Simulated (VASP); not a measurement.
Band structure of Tm (hcp). Level of theory: PBE GGA with D3 dispersion (zero damping), VASP's PBE PAW potentials (set 64) (plane waves; VASP 6.6.1).

The 4f electrons are frozen in the core of the lanthanide potential, so 4f levels, which can set the real gap, and their magnetism are missing.

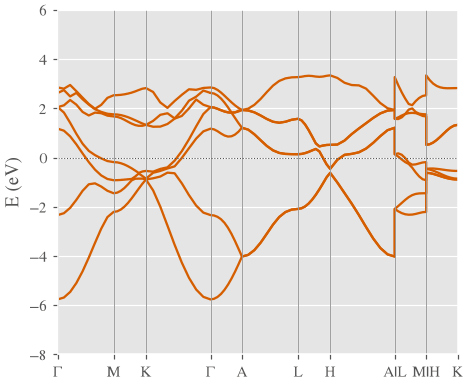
Fig. 1. Bands along high-symmetry lines, zero at the valence-band maximum or, without a gap, the Fermi level

Read the plot: is there a gap, and where are the band edges?

It has no gap at this level: it comes out as a metal or semimetal. (Edges off the drawn lines would not show.)

The compound is Tm in the hcp structure. It was relaxed first.
